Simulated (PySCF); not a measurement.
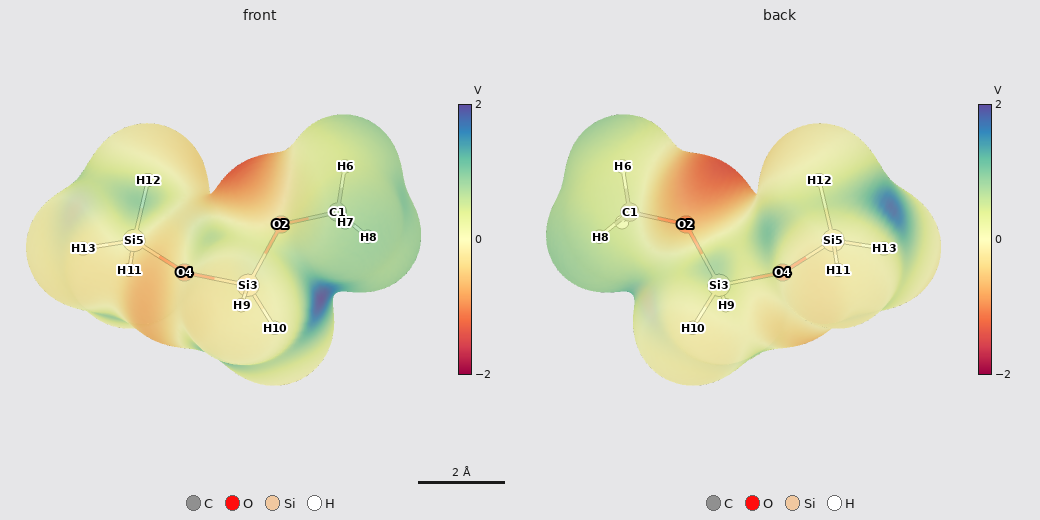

The picture shows: CH₈O₂Si₂ (SMILES CO[SiH2]O[SiH3]). The electrostatic potential painted on the density surface at 0.002 e/bohr³, seen from the front and from behind; red is negative and blue positive.

Geometry: GFN2-xTB.

Method: PySCF 2.14.0, B3LYP/pcSseg-1, SCF density, in a benzene solvent model, non-relativistic.

The calculation's input:

```
{"job": {"xc": "B3LYP", "basis": "pcSseg-1", "solvent": "benzene", "kind": "nmr", "pop": true}, "charge": 0, "multiplicity": 1}
C     -2.416785     0.284351     0.564367
O     -1.037988     0.226720     0.374128
Si    -0.226109    -0.300751    -0.922571
O      1.327056    -0.117702    -0.549190
Si     2.643195     0.020330     0.383114
H     -2.605134     0.717968     1.547281
H     -2.891210     0.905290    -0.199745
H     -2.858797    -0.714383     0.521039
H     -0.465594     0.536988    -2.095180
H     -0.475269    -1.720553    -1.167826
H      3.189472    -1.328840     0.531930
H      2.282603     0.593437     1.678172
H      3.530170     0.897630    -0.378358
```

Launched as:

```sh
OMP_NUM_THREADS=1 python ens_run.py task.json out
```

Where is the surface potential most negative and most positive?

The most negative region (about −1.3 V, or −30 kcal/mol for a unit charge) lies over O2, the most positive (about +1.8 V, or +42 kcal/mol for a unit charge) over Si3 and Si5. O2 is the likeliest acceptor of a hydrogen bond.
